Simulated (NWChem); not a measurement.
# SnHSCl (SMILES [SH][Sn][Cl]) at wB97X/LANL2DZ (core potential)

What is the vertical ionisation energy of SnHSCl at wB97X/LANL2DZ (core potential)? 

The calculation is run with NWChem 7.3.0.

## Step 1: The system as given

SnHSCl has 4 atoms, charge 0, and is taken as a singlet. As SMILES, `[SH][Sn][Cl]`. Geometry: relaxed at PBE0-D4/def2-TZVP.

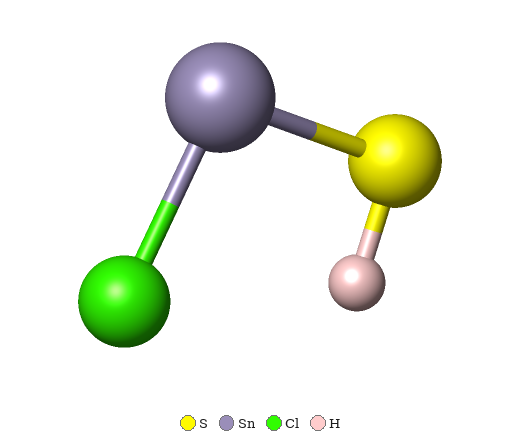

The structure, seen from a chosen angle (sulfur yellow, tin purple, chlorine green, hydrogen pink).

## Step 2: A single-point energy at wB97X/LANL2DZ (core potential)

The input, m1.nw:

```
start m1
title "ClHSSn"
memory total 2200 mb
geometry noautosym nocenter noautoz
  S        0.185700       1.488500      -0.409700
  Sn      -1.395700      -0.351700      -0.341800
  Cl       0.088800      -1.950300       0.607800
  H        1.176700       0.753300       0.123400
end
basis spherical bse
  * library LANL2DZ
end
ecp bse
  S library LANL2DZ
  Sn library LANL2DZ
  Cl library LANL2DZ
end
dft
  xc wb97x
  grid fine
  convergence energy 1e-08
  iterations 100
  mulliken
  noprint "final vectors analysis"
end
task dft energy
```

On the command line:

```console
$ nwchem m1.nw > m1.out
```

What it wrote:

```text
[...]
          Wavefunction type:  closed shell.
          No. of atoms     :     4
          No. of electrons :    18
[...]
          Charge           :     0
          Spin multiplicity:     1
[...]
          AO basis - number of functions:    26
[...]
              XC Information
              --------------
                       wb97x  Method XC Functional
                     Hartree-Fock (Exact) Exchange  1.000
                         wb97x Exchange Functional  1.000
                      wb97x Correlation Functional  1.000
[...]
 d= 0,ls=0.0,diis     1    -29.0383283679 -5.11D+01  2.41D-02  1.49D-01     0.8
[...]
 d= 0,ls=0.0,diis     8    -29.0833406282 -2.03D-09  2.94D-06  4.71D-10     5.9
         Total DFT energy =      -29.083340628186
      One electron energy =      -90.450777513098
           Coulomb energy =       45.809894711845
    Exchange-Corr. energy =       -6.459264721211
 Nuclear repulsion energy =       22.016806894278
[...]
      Total Density - Mulliken Population Analysis
     ---------------------------------------------
    Atom       Charge   Shell Charges
 -----------   ------   -------------------------------------------------------
    1 S    6     6.40   1.03  0.87  2.31  2.19
    2 Sn   4     3.27   0.48  1.46  1.03  0.30
    3 Cl   7     7.45   1.17  0.80  2.58  2.90
    4 H    1     0.88   0.50  0.38
[...]
```

Run time: 6.6 s. Hardware: 1 thread of Intel Xeon Platinum 8488C (Sapphire Rapids), shared host; peak memory 0.12 GiB.

## Step 3: The doublet cation at the same level

The input, sp.nw:

```
start sp
title "ClHSSn energy"
memory 2200 mb
charge 1

geometry noautosym nocenter noautoz
S        0.185700       1.488500      -0.409700
Sn      -1.395700      -0.351700      -0.341800
Cl       0.088800      -1.950300       0.607800
H        1.176700       0.753300       0.123400
end

basis spherical bse
* library LANL2DZ
end

ecp bse
S library LANL2DZ
Sn library LANL2DZ
Cl library LANL2DZ
end

dft
xc wb97x
mult 2
grid fine
convergence energy 1e-08
iterations 100
mulliken
noprint "final vectors analysis"
end

task dft energy
```

On the command line:

```console
$ nwchem sp.nw > sp.out
```

What it wrote:

```text
[...]
          Wavefunction type:  spin polarized.
          No. of atoms     :     4
          No. of electrons :    17
[...]
          Charge           :     1
          Spin multiplicity:     2
[...]
          AO basis - number of functions:    26
[...]
              XC Information
              --------------
                       wb97x  Method XC Functional
                     Hartree-Fock (Exact) Exchange  1.000
                         wb97x Exchange Functional  1.000
                      wb97x Correlation Functional  1.000
[...]
 d= 0,ls=0.0,diis     1    -28.5899418459 -5.06D+01  2.28D-02  9.29D-02     0.9
[...]
 d= 0,ls=0.0,diis    14    -28.7151213352 -6.60D-09  8.72D-07  3.85D-11    11.7
[...]
         Total DFT energy =      -28.715121335184
      One electron energy =      -86.397227023043
           Coulomb energy =       41.794429517152
    Exchange-Corr. energy =       -6.129130723572
 Nuclear repulsion energy =       22.016806894278
[...]
      Total Density - Mulliken Population Analysis
     ---------------------------------------------
    Atom       Charge   Shell Charges
 -----------   ------   -------------------------------------------------------
    1 S    6     6.06   1.05  0.89  2.28  1.84
    2 Sn   4     2.91   0.45  1.31  1.01  0.15
    3 Cl   7     7.21   1.18  0.80  2.56  2.67
    4 H    1     0.82   0.50  0.32
[...]
      <S2> =      0.7670 (Exact =     0.7500)
[...]
```

It took 12 s on 1 thread of Intel Xeon Platinum 8488C (Sapphire Rapids), shared host; peak memory 0.12 GiB.

## Step 4: What came out

At wB97X/LANL2DZ (core potential):

| quantity | value |
| --- | --- |
| singlet SnHSCl: total energy | -29.08334 Eh |
| singlet SnHSCl: dipole moment | 2.68 D |
| doublet cation: total energy | -28.71512 Eh |
| doublet cation: ⟨S²⟩ | 0.767 |
| vertical ionisation energy (to the doublet cation) | 10.020 eV |

What this shows: The vertical ionisation energy comes to 10.02 eV (231 kcal/mol). Mulliken charges (singlet SnHSCl) run from -0.45 on Cl3 to +0.73 on Sn2; they depend strongly on the basis. Mulliken charges (doublet cation) run from -0.21 on Cl3 to +1.09 on Sn2.
